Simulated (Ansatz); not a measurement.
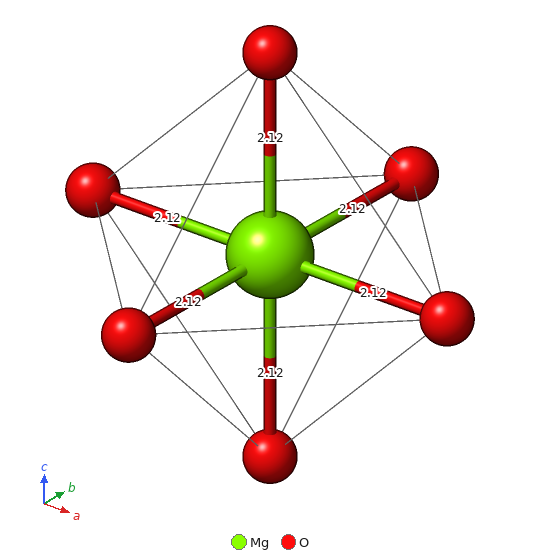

Coordination of Mg in MgO (Fm-3m); bond lengths in Å. The shape measure S (0 to 100) is the computed least-squares distance from an ideal polyhedron; S = 0 means ideal. The structure is the input geometry of an electronic-structure calculation and need not be at equilibrium.

Q: Name the coordination polyhedron and say how regular it is.

A: MgO6: an essentially ideal octahedron (coordination number 6, S = 0.00; next best trigonal prism, S = 16.7).

Q: Does the central atom sit at the centroid of its ligands?

A: Yes, to within 0.01 Å; the site symmetry is m-3m.
